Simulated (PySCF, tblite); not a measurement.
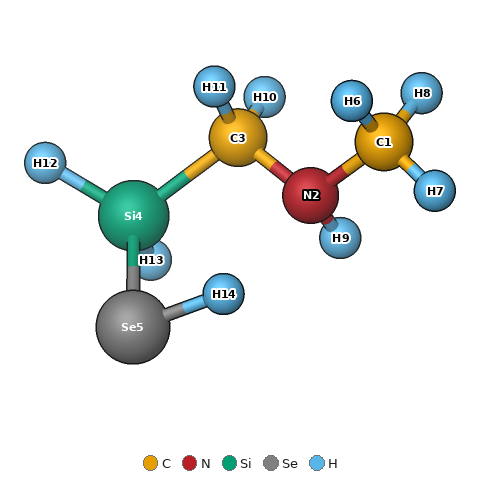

Structure of C₂H₉NSeSi, SMILES CNC[SiH2][SeH].

Kohn-Sham orbital energies near the frontier, CAM-B3LYP/def2-SVPD with PySCF 2.14.0, at a GFN2-xTB geometry (a minimum by its frequencies), isolated molecule; empty levels in grey, levels within 0.03 eV side by side.

Q: Where do the frontier orbitals lie?

A: HOMO at −7.76 eV, LUMO at 0.87 eV, 8.63 eV apart.

Q: How far below the HOMO does the next level lie?

A: 0.45 eV.

Q: List the levels with the atoms that carry most of them (a dash for levels above zero or within 0.03 eV of another, where shares mean little).

A:
```csv
orbital,energy (eV),Löwdin shares
LUMO+1,1.00,–
LUMO,0.87,–
HOMO,−7.76,"Se5 73 %, Si4 10 %, H14 6 %"
HOMO−1,−8.21,"N2 51 %, Se5 12 %, C1 8 %"
HOMO−2,−9.56,"Se5 56 %, Si4 18 %, C3 14 %"
```

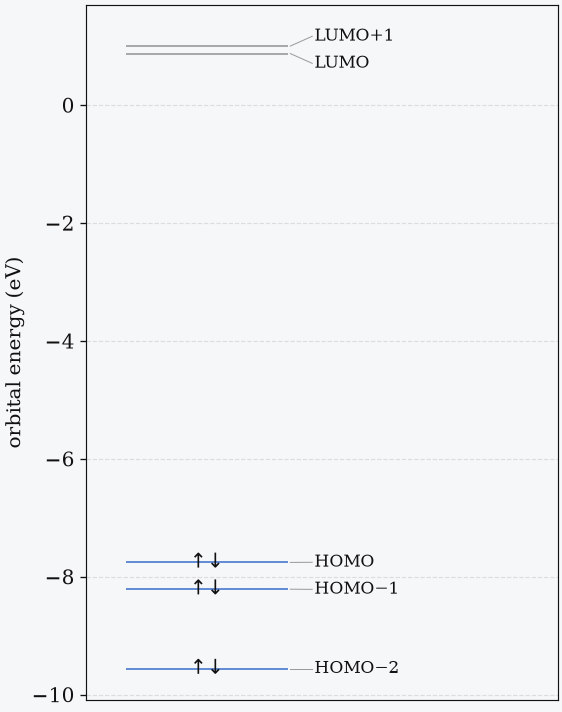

Note: the tight-binding geometry is rougher than a DFT one and adds to the error; spin-orbit coupling is left out, and with Se it can shift these levels and split any degenerate set; one conformer of a flexible molecule; empty levels above zero depend strongly on the basis.
